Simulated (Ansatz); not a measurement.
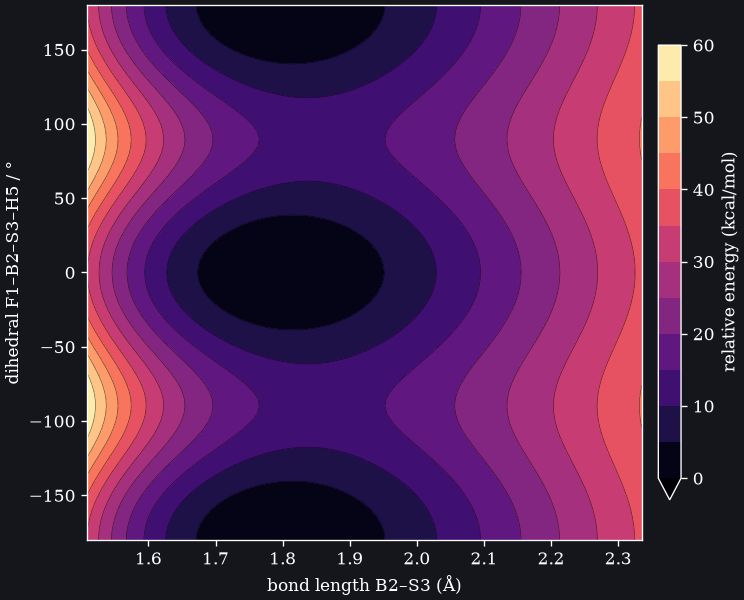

BFH2S, SMILES FBS. 
- The first coordinate is: bond length B2–S3; the second: dihedral F1–B2–S3–H5.
- Nothing is relaxed (all other coordinates rigid).
- The grid has 15 × 15 points; 120 points were computed and 105 follow by symmetry.
- Points are written as (first, second).
- Energies: kcal/mol, counted from the lowest grid point.
- Computed with Ansatz 0.2.0, RHF-MP2, frozen core/def2-TZVP.

The picture shows filled contours. Between grid points the surface is interpolated.

The lowest grid point is at (1.804 Å, −180°); the map holds 2 wells of about this depth. The highest grid point, (1.509 Å, −84°), lies 58.9 kcal/mol above the lowest. On the interpolated surface the easiest way out of the lowest well to the well at about (1.80 Å, 0°) passes a barrier of about 13 kcal/mol. Round the minimum the two coordinates are nearly uncoupled.

The level of theory is changed to Ansatz 0.2.0, RKS PBE0-D4/def2-TZVP; with it change the reference geometry, relaxed at the new level; the new grid has 13 × 12 points, laid about the new relaxed structure.

### What does this change do to the map?

The minimum (interpolated where it lies between grid points) moves from about (1.796 Å, −180°) to about (1.794 Å, −180°). The easiest pass out of the lowest well stays at about 13 kcal/mol. The curvature at the minimum changes by less than a tenth (about 22) eV/Å² along bond length B2–S3 and by less than a tenth (about 1) eV/rad² along dihedral F1–B2–S3–H5.

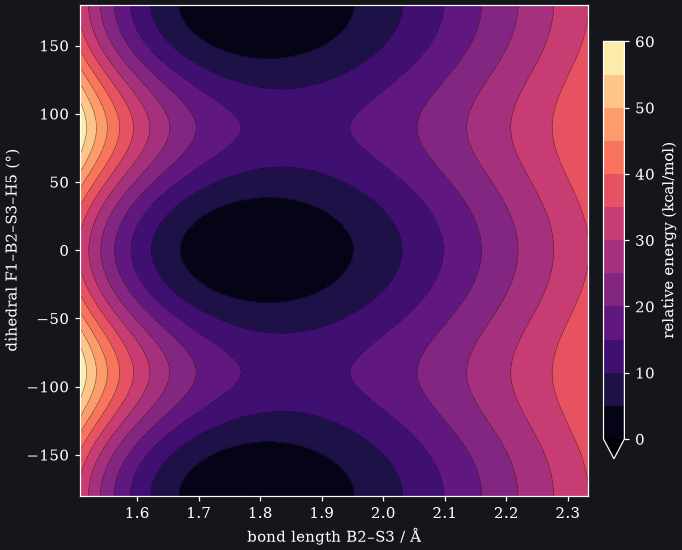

The map after the change, on a colour scale of its own. The picture shows filled contours. Between grid points the surface is interpolated.
